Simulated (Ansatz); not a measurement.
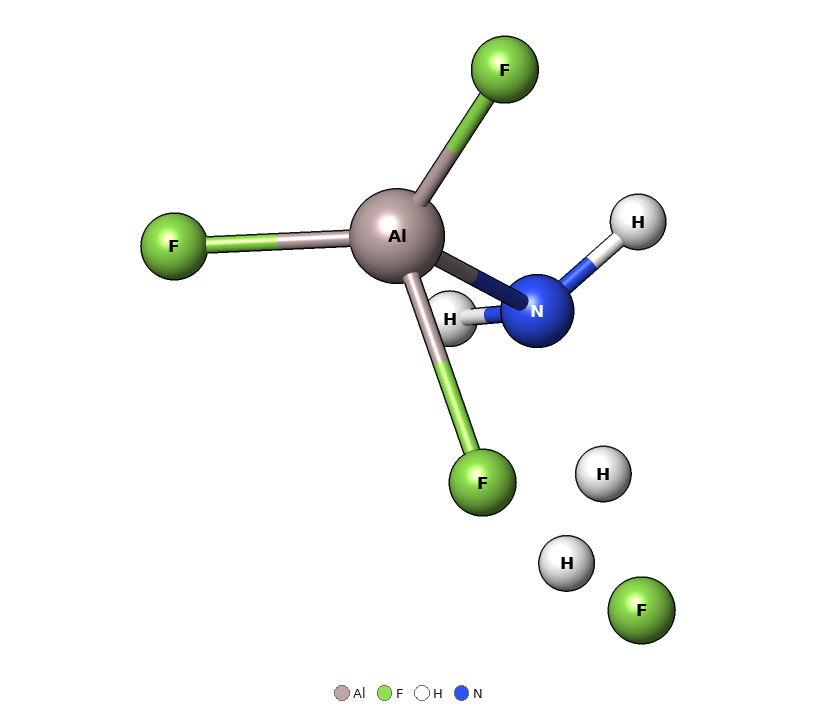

Sticks follow a distance rule. Harmonic vibrations computed with RKS PBE0-D4/def2-SVP (Ansatz 0.2.0) at a stationary point of the same level.

Question: How many imaginary frequencies does it have?

Answer: A first-order saddle point: one imaginary frequency, 1313i cm⁻¹.

Question: List the wavenumbers.

Answer: 24 modes: 1313i, 126, 167, 179, 213, 239, 253, 287, 359, 447, 515, 554, 754, 775, 812, 1000, 1252, 1365, 1452, 1530, 1538, 1676, 3549, 3648 cm⁻¹.
